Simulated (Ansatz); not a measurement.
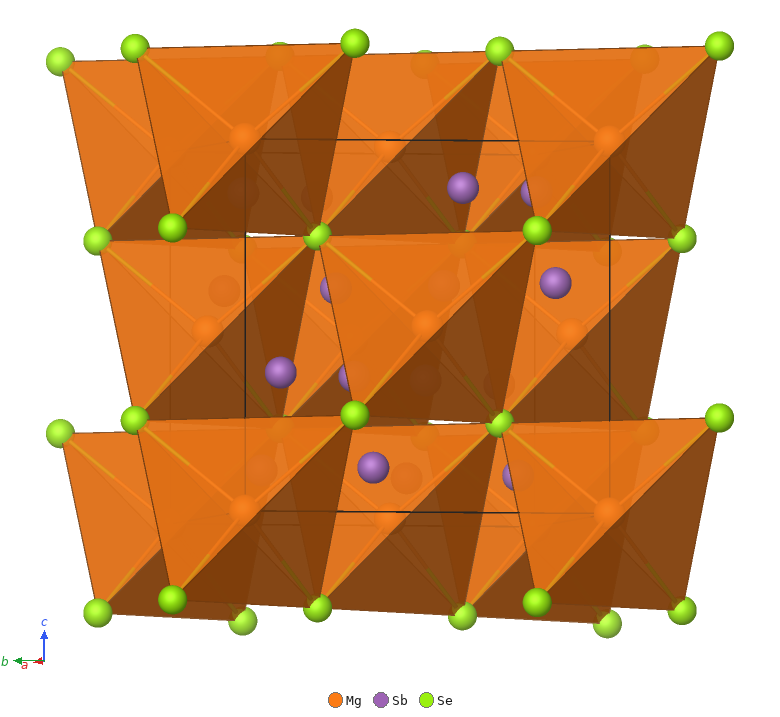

Polyhedra are drawn about Mg (bonds: Mg–Se below 4.3 Å); other atoms are plain spheres.

The compound is MgSb4Se (space group F-43m, No. 216), taken as the geometry relaxed with DFT PBE, scalar-relativistic, plane waves, PAW in Ansatz; the starting structure was generated, so it need not be a known form of this composition.

Sharing among the drawn polyhedra:

```
site         polyhedron  corner-sharing neighbours  edge-sharing  face-sharing  bond (Å)
  Mg  MgSe4 tetrahedron                         12             0             0      3.79
```

They form a three-dimensional framework of corner-sharing tetrahedra.
